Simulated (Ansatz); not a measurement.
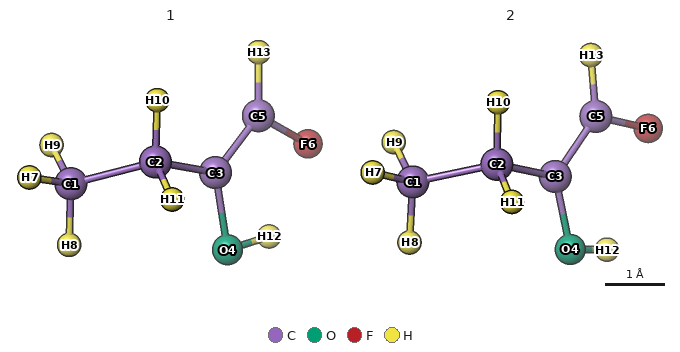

Two geometries of C4H7FO, drawn at one scale. One is the start of a relaxation, the other its converged end. The picture is a ball-and-stick view, seen at a tilt.

Computed with RKS PBE0-D4/STO-3G in Ansatz 0.2.0. Set-up: no spin polarisation; force threshold 0.02 eV/Å; at most 40 steps.

Which geometry has the lower energy?

Answer. Structure 1 is the relaxed one. The run prepares the start of a later molecular dynamics calculation, from a guessed geometry. Over 9 geometry steps the energy falls by 0.795 eV. Largest force component: 4.1 eV/Å at the start, 0.017 eV/Å at the end. F6 moves most after the best rigid fit: 0.26 Å. Largest moves by element: F 0.26 Å, H 0.23 Å, O 0.09 Å, C 0.09 Å. Some distances before and after: C3–O4 1.306 → 1.405 Å, C1–H9 1.173 → 1.097 Å, O4–H12 0.974 → 1.034 Å, C1–H7 1.048 → 1.098 Å. Bond angles that change, for instance: C3–O4–H12 108.8° → 97.4°, F6–C5–H13 108.9° → 117.6°, C3–C5–F6 121.2° → 114.0°. The run took 58 s on 1 thread of AMD EPYC (Zen 3) (shared host), peak memory 0.12 GiB.

Limits of the set-up: STO-3G is a minimal basis, so the numbers are rough.
